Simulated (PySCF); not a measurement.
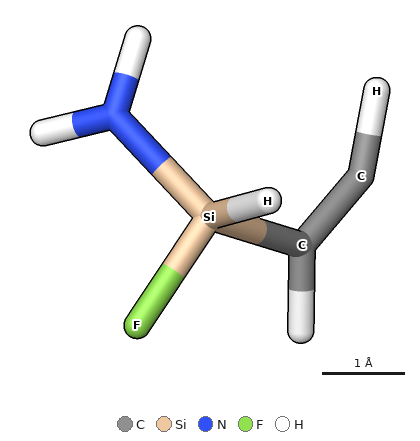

Figure 1. The structure as given in the input (stick view, seen at a tilt).

C₂H₅FNSi: property calculation (part 1 of 2)

The run: property calculation of C₂H₅FNSi, multiplicity 2, SMILES [CH]=C[SiH](N)F. Method and program: HF/cc-pVDZ, UHF (PySCF 2.14.0).

The geometry comes from this level: GFN2-xTB.

**Input file (job.py)**
```python
# [CH]=C[SiH](N)F
from pyscf import gto

mol = gto.Mole()
mol.atom = '''
C     -1.981700     0.453070    -0.819820
C     -1.208720    -0.529950    -0.505170
Si     0.682980    -0.459080    -0.179850
N      1.217460     0.682180     0.982440
F      1.038820    -1.882340     0.489100
H     -1.840230     1.497130    -1.002310
H     -1.612880    -1.529610    -0.385650
H      1.474350    -0.336450    -1.389760
H      1.184240     0.442110     1.960300
H      1.045670     1.662940     0.850720
'''
mol.charge = 0
mol.basis = 'cc-pvdz'
mol.verbose = 4
mol.spin = 1
mol.max_memory = 1860
mol.build()

mf = mol.UHF()
mf = mf.density_fit(auxbasis='def2-svp-ri')
mf.conv_tol = 1e-10
mf.kernel()
if not mf.converged:
    mf = mf.newton().run(mf.mo_coeff, mf.mo_occ)

energy = mf.e_tot
print('E(%s) = %.9f' % ('HF', energy))
mf.analyze()
quad = mf.quad_moment()
```

Launch command:
```bash
OMP_NUM_THREADS=1 python job.py
```

**What the program printed**
```
PySCF version 2.14.0

[INPUT] num. atoms = 10
[INPUT] num. electrons = 47
[INPUT] charge = 0
[INPUT] spin (= nelec alpha-beta = 2S) = 1
[INPUT] symmetry False subgroup None
[INPUT] Mole.unit = angstrom
[INPUT] Symbol           X                Y                Z      unit          X                Y                Z       unit  Magmom
[INPUT]  1 C     -1.981700000000   0.453070000000  -0.819820000000 AA   -3.744870261051   0.856178215257  -1.549235271441 Bohr   0.0
[INPUT]  2 C     -1.208720000000  -0.529950000000  -0.505170000000 AA   -2.284149761284  -1.001460359713  -0.954632946347 Bohr   0.0
[INPUT]  3 Si     0.682980000000  -0.459080000000  -0.179850000000 AA    1.290645148555  -0.867535469265  -0.339867243503 Bohr   0.0
[INPUT]  4 N      1.217460000000   0.682180000000   0.982440000000 AA    2.300665967613   1.289133367656   1.856542533818 Bohr   0.0
[INPUT]  5 F      1.038820000000  -1.882340000000   0.489100000000 AA    1.963085292721  -3.557107073314   0.924265047525 Bohr   0.0
[INPUT]  6 H     -1.840230000000   1.497130000000  -1.002310000000 AA   -3.477530706208   2.829165672870  -1.894091391913 Bohr   0.0
[INPUT]  7 H     -1.612880000000  -1.529610000000  -0.385650000000 AA   -3.047901471788  -2.890543977396  -0.728772879939 Bohr   0.0
[INPUT]  8 H      1.474350000000  -0.336450000000  -1.389760000000 AA    2.786117711752  -0.635798354610  -2.626265778876 Bohr   0.0
[INPUT]  9 H      1.184240000000   0.442110000000   1.960300000000 AA    2.237889265755   0.835466816931   3.704430121985 Bohr   0.0
[INPUT] 10 H      1.045670000000   1.662940000000   0.850720000000 AA    1.976029916674   3.142501161584   1.607627808690 Bohr   0.0

nuclear repulsion = 219.045202155138
number of shells = 40
number of NR pGTOs = 180
number of NR cGTOs = 99
basis = cc-pvdz
ecp = {}

******** <class 'pyscf.df.df_jk.DFUHF'> ********
method = DFUHF
initial guess = minao
damping factor = 0
level_shift factor = 0
DIIS = <class 'pyscf.scf.diis.CDIIS'>
diis_start_cycle = 1
diis_space = 8
diis_damp = 0
SCF conv_tol = 1e-10
SCF conv_tol_grad = None
SCF max_cycles = 50
direct_scf = False
number electrons alpha = 24  beta = 23
Set gradient conv threshold to 1e-05
******** <class 'pyscf.df.df.DF'> ********
auxbasis = def2-svp-ri
init E= -521.705107271672
  alpha nocc = 24  HOMO = -0.111448625865658  LUMO = 0.0466280725353245
  beta  nocc = 23  HOMO = -0.286603011626423  LUMO = -0.111448625865658

WARN: HOMO -0.111448625865658 >= LUMO -0.111448625865658

cycle= 1 E= -521.139419532017  delta_E= 0.566  |g|= 0.402  |ddm|= 1.97
  alpha nocc = 24  HOMO = -0.351034948494013  LUMO = 0.122081137884
  beta  nocc = 23  HOMO = -0.400887444295613  LUMO = 0.0441309742695664
  HOMO = -0.351034948494  LUMO = 0.0441309742696  gap/eV = 10.75301
cycle= 2 E= -521.220378301176  delta_E= -0.081  |g|= 0.216  |ddm|= 0.471
  alpha nocc = 24  HOMO = -0.349816461387932  LUMO = 0.142410848503086
  beta  nocc = 23  HOMO = -0.3904574729988  LUMO = 0.0742718868196013
  HOMO = -0.349816461388  LUMO = 0.0742718868196  gap/eV = 11.54003
cycle= 3 E= -521.239624974462  delta_E= -0.0192  |g|= 0.057  |ddm|= 0.161
  alpha nocc = 24  HOMO = -0.357966485783435  LUMO = 0.149773605476804
  beta  nocc = 23  HOMO = -0.387311939977716  LUMO = 0.0985920038399888
  HOMO = -0.357966485783  LUMO = 0.09859200384  gap/eV = 12.42359
cycle= 4 E= -521.244284969138  delta_E= -0.00466  |g|= 0.0225  |ddm|= 0.0962
  alpha nocc = 24  HOMO = -0.362798218787947  LUMO = 0.149811427105621
  beta  nocc = 23  HOMO = -0.388051479510359  LUMO = 0.103296200385435
  HOMO = -0.362798218788  LUMO = 0.103296200385  gap/eV = 12.68308
cycle= 5 E= -521.245637606238  delta_E= -0.00135  |g|= 0.0145  |ddm|= 0.0485
  alpha nocc = 24  HOMO = -0.363552577275605  LUMO = 0.151171589502924
  beta  nocc = 23  HOMO = -0.388660809668534  LUMO = 0.106582143712054
  HOMO = -0.363552577276  LUMO = 0.106582143712  gap/eV = 12.79302
cycle= 6 E= -521.24636384758  delta_E= -0.000726  |g|= 0.0114  |ddm|= 0.0343
  alpha nocc = 24  HOMO = -0.363250676186732  LUMO = 0.152701672514118
  beta  nocc = 23  HOMO = -0.388780013982802  LUMO = 0.108030370455301
  HOMO = -0.363250676187  LUMO = 0.108030370455  gap/eV = 12.82421
cycle= 7 E= -521.246902355101  delta_E= -0.000539  |g|= 0.0101  |ddm|= 0.0287
  alpha nocc = 24  HOMO = -0.363124784145043  LUMO = 0.15531166551631
  beta  nocc = 23  HOMO = -0.390474911509338  LUMO = 0.109597480233675
  HOMO = -0.363124784145  LUMO = 0.109597480234  gap/eV = 12.86343
cycle= 8 E= -521.247686537948  delta_E= -0.000784  |g|= 0.00832  |ddm|= 0.047
  alpha nocc = 24  HOMO = -0.362627744956169  LUMO = 0.1626041556851
  beta  nocc = 23  HOMO = -0.396077502639137  LUMO = 0.11262344080918
  HOMO = -0.362627744956  LUMO = 0.112623440809  gap/eV = 12.93224
cycle= 9 E= -521.248738674552  delta_E= -0.00105  |g|= 0.00317  |ddm|= 0.107
  alpha nocc = 24  HOMO = -0.362694527829425  LUMO = 0.162528677777518
  beta  nocc = 23  HOMO = -0.395341209573076  LUMO = 0.113294178439555
  HOMO = -0.362694527829  LUMO = 0.11329417844  gap/eV = 12.95231
cycle= 10 E= -521.248790457512  delta_E= -5.18e-05  |g|= 0.00135  |ddm|= 0.017
  alpha nocc = 24  HOMO = -0.362877388943756  LUMO = 0.162931356791363
  beta  nocc = 23  HOMO = -0.396294316756411  LUMO = 0.113419053803824
  HOMO = -0.362877388944  LUMO = 0.113419053804  gap/eV = 12.96069
cycle= 11 E= -521.248800332965  delta_E= -9.88e-06  |g|= 0.000533  |ddm|= 0.01
  alpha nocc = 24  HOMO = -0.362766950503731  LUMO = 0.163041483043806
  beta  nocc = 23  HOMO = -0.396340276077757  LUMO = 0.113546922754621
  HOMO = -0.362766950504  LUMO = 0.113546922755  gap/eV = 12.96116
cycle= 12 E= -521.248800883883  delta_E= -5.51e-07  |g|= 0.000253  |ddm|= 0.00166
  alpha nocc = 24  HOMO = -0.362765320511458  LUMO = 0.163003436915998
  beta  nocc = 23  HOMO = -0.396302278419934  LUMO = 0.113507802711787
  HOMO = -0.362765320511  LUMO = 0.113507802712  gap/eV = 12.96005
cycle= 13 E= -521.248800996141  delta_E= -1.12e-07  |g|= 9.77e-05  |ddm|= 0.000864
  alpha nocc = 24  HOMO = -0.362768273892272  LUMO = 0.163037661131735
  beta  nocc = 23  HOMO = -0.396395325623127  LUMO = 0.113524417458912
  HOMO = -0.362768273892  LUMO = 0.113524417459  gap/eV = 12.96058
cycle= 14 E= -521.248801020434  delta_E= -2.43e-08  |g|= 3.82e-05  |ddm|= 0.000744
  alpha nocc = 24  HOMO = -0.362762696233751  LUMO = 0.163029662662225
  beta  nocc = 23  HOMO = -0.396360276666318  LUMO = 0.113525081824954
  HOMO = -0.362762696234  LUMO = 0.113525081825  gap/eV = 12.96045
cycle= 15 E= -521.248801025961  delta_E= -5.53e-09  |g|= 1.39e-05  |ddm|= 0.000251
  alpha nocc = 24  HOMO = -0.362765002026501  LUMO = 0.163028008854296
  beta  nocc = 23  HOMO = -0.396357965606065  LUMO = 0.113524278681058
  HOMO = -0.362765002027  LUMO = 0.113524278681  gap/eV = 12.96049
cycle= 16 E= -521.248801026209  delta_E= -2.48e-10  |g|= 7.05e-06  |ddm|= 4.7e-05
  alpha nocc = 24  HOMO = -0.362765706142968  LUMO = 0.163029865410511
  beta  nocc = 23  HOMO = -0.396361884848252  LUMO = 0.11352604549174
  HOMO = -0.362765706143  LUMO = 0.113526045492  gap/eV = 12.96056
cycle= 17 E= -521.248801026391  delta_E= -1.82e-10  |g|= 3.2e-06  |ddm|= 3.46e-05
  alpha nocc = 24  HOMO = -0.362765542065661  LUMO = 0.163030447385431
  beta  nocc = 23  HOMO = -0.396361404777608  LUMO = 0.113526421542851
  HOMO = -0.362765542066  LUMO = 0.113526421543  gap/eV = 12.96056
cycle= 18 E= -521.248801026415  delta_E= -2.48e-11  |g|= 1.38e-06  |ddm|= 9.94e-06
  alpha nocc = 24  HOMO = -0.362765761028975  LUMO = 0.163030340389785
  beta  nocc = 23  HOMO = -0.396361743480856  LUMO = 0.113526335603584
  HOMO = -0.362765761029  LUMO = 0.113526335604  gap/eV = 12.96057
```

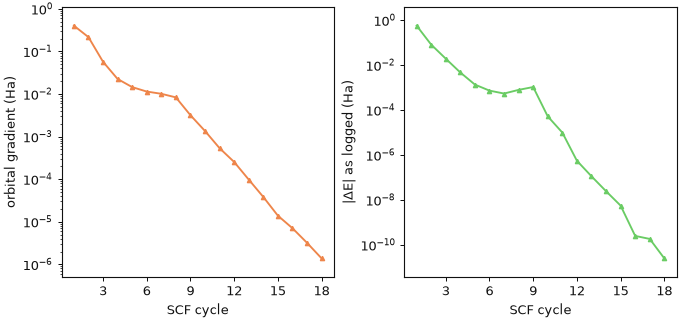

Figure 2. Convergence of the self-consistent field: orbital gradient and size of the energy change against the SCF cycle. The residual falls at every step.

```
Extra cycle  E= -521.248801026416  delta_E= -9.09e-13  |g|= 8.42e-07  |ddm|= 1.92e-06
converged SCF energy = -521.248801026416  <S^2> = 0.91899611  2S+1 = 2.1624025
E(HF) = -521.248801026
**** SCF Summaries ****
Total Energy =                        -521.248801026416231
Nuclear Repulsion Energy =             219.045202155138497
One-electron Energy =                -1155.342308666155986
Two-electron Energy =                  415.048305484601258
Two-electron Coulomb Energy =          463.723748438949201
DFT Exchange-Correlation Energy =      -48.675442954347943
HOMO-LUMO gap [eV] =                    12.960568099743723
**** MO energy ****
                             alpha | beta                alpha | beta
MO #1   energy= -68.889491867772   | -68.8888123519959  occ= 1 | 1
MO #2   energy= -26.2753373413693  | -26.2749120494772  occ= 1 | 1
MO #3   energy= -15.546053423431   | -15.5460856317323  occ= 1 | 1
MO #4   energy= -11.2694920845227  | -11.236125029961   occ= 1 | 1
MO #5   energy= -11.2231456028826  | -11.2340737109887  occ= 1 | 1
MO #6   energy= -6.18711147194902  | -6.18538031892475  occ= 1 | 1
MO #7   energy= -4.23163500535507  | -4.23096861368634  occ= 1 | 1
MO #8   energy= -4.23023613585041  | -4.22865413524289  occ= 1 | 1
MO #9   energy= -4.22916998796595  | -4.2265843520943   occ= 1 | 1
MO #10  energy= -1.57378401859477  | -1.57254626992508  occ= 1 | 1
MO #11  energy= -1.14504387941962  | -1.14504612202861  occ= 1 | 1
MO #12  energy= -1.05930968905969  | -1.02439996736534  occ= 1 | 1
MO #13  energy= -0.802404925227711 | -0.769656108614017 occ= 1 | 1
MO #14  energy= -0.746091416346934 | -0.730459557733954 occ= 1 | 1
MO #15  energy= -0.676800036422709 | -0.676000267397836 occ= 1 | 1
MO #16  energy= -0.657817927953523 | -0.653114233684049 occ= 1 | 1
MO #17  energy= -0.646501286093179 | -0.644936362513037 occ= 1 | 1
MO #18  energy= -0.623749016933073 | -0.619557713105878 occ= 1 | 1
MO #19  energy= -0.602500863199627 | -0.585988938899857 occ= 1 | 1
MO #20  energy= -0.568716804799942 | -0.538662677929042 occ= 1 | 1
MO #21  energy= -0.516844882793444 | -0.506357749436795 occ= 1 | 1
MO #22  energy= -0.437171603167115 | -0.416519797312406 occ= 1 | 1
MO #23  energy= -0.413324121483626 | -0.396361743480856 occ= 1 | 1
MO #24  energy= -0.362765761028975 | 0.113526335603584  occ= 1 | 0
MO #25  energy= 0.130966107050047  | 0.163030340389785  occ= 0 | 0
MO #26  energy= 0.155322540534398  | 0.165781048424763  occ= 0 | 0
MO #27  energy= 0.196900630715759  | 0.19701243698911   occ= 0 | 0
MO #28  energy= 0.214678271941444  | 0.219357475087643  occ= 0 | 0
MO #29  energy= 0.231717481361487  | 0.233929097632983  occ= 0 | 0
MO #30  energy= 0.255665746143869  | 0.260789851123924  occ= 0 | 0
MO #31  energy= 0.275940181338502  | 0.275482526806294  occ= 0 | 0
MO #32  energy= 0.295655694912488  | 0.29421987740937   occ= 0 | 0
MO #33  energy= 0.345799775118831  | 0.337686289452839  occ= 0 | 0
MO #34  energy= 0.409705626768135  | 0.418679705126684  occ= 0 | 0
MO #35  energy= 0.469366539249796  | 0.480710192998639  occ= 0 | 0
MO #36  energy= 0.484310887422107  | 0.492755354819301  occ= 0 | 0
MO #37  energy= 0.541526876633963  | 0.549222383564494  occ= 0 | 0
MO #38  energy= 0.554431214878586  | 0.556546817047944  occ= 0 | 0
MO #39  energy= 0.571413148948663  | 0.582947906898889  occ= 0 | 0
MO #40  energy= 0.600323858142717  | 0.621317182745146  occ= 0 | 0
MO #41  energy= 0.618657911152477  | 0.636580859875751  occ= 0 | 0
MO #42  energy= 0.655958894165889  | 0.668827148639806  occ= 0 | 0
MO #43  energy= 0.702679939166932  | 0.749433941462849  occ= 0 | 0
MO #44  energy= 0.708923807381864  | 0.771172969091965  occ= 0 | 0
MO #45  energy= 0.781706815034216  | 0.783417220385691  occ= 0 | 0
MO #46  energy= 0.859497224570016  | 0.843924157120466  occ= 0 | 0
MO #47  energy= 0.868278345697894  | 0.880526881735201  occ= 0 | 0
MO #48  energy= 0.886411343092341  | 0.8937089339686    occ= 0 | 0
MO #49  energy= 0.917528222090743  | 0.930231638140413  occ= 0 | 0
MO #50  energy= 0.947794325489891  | 0.952722532467575  occ= 0 | 0
MO #51  energy= 0.962639697909066  | 0.977024968038957  occ= 0 | 0
MO #52  energy= 0.998452063329419  | 1.01458726975696   occ= 0 | 0
MO #53  energy= 1.04066531486409   | 1.04970955031818   occ= 0 | 0
MO #54  energy= 1.08516844014712   | 1.09628125585481   occ= 0 | 0
MO #55  energy= 1.09512032737655   | 1.10294741260552   occ= 0 | 0
MO #56  energy= 1.12889886069918   | 1.13396461705042   occ= 0 | 0
MO #57  energy= 1.18405996203014   | 1.1854840765683    occ= 0 | 0
MO #58  energy= 1.195297208836     | 1.19776031319846   occ= 0 | 0
MO #59  energy= 1.23365895851866   | 1.2702377348353    occ= 0 | 0
MO #60  energy= 1.28039053458588   | 1.29093392882224   occ= 0 | 0
MO #61  energy= 1.32383895037429   | 1.34060414205224   occ= 0 | 0
MO #62  energy= 1.40893873196844   | 1.43034686160772   occ= 0 | 0
MO #63  energy= 1.44821988570985   | 1.46684165015433   occ= 0 | 0
MO #64  energy= 1.50459332335667   | 1.52618234988768   occ= 0 | 0
MO #65  energy= 1.51065489681228   | 1.53819714870073   occ= 0 | 0
MO #66  energy= 1.59400907004554   | 1.59489298053682   occ= 0 | 0
MO #67  energy= 1.62934702517857   | 1.62991962037197   occ= 0 | 0
MO #68  energy= 1.6360764278179    | 1.6405526752023    occ= 0 | 0
MO #69  energy= 1.73287601649752   | 1.75326602489584   occ= 0 | 0
MO #70  energy= 1.76595617627313   | 1.77272744172665   occ= 0 | 0
MO #71  energy= 1.77264043255413   | 1.77683455398123   occ= 0 | 0
```
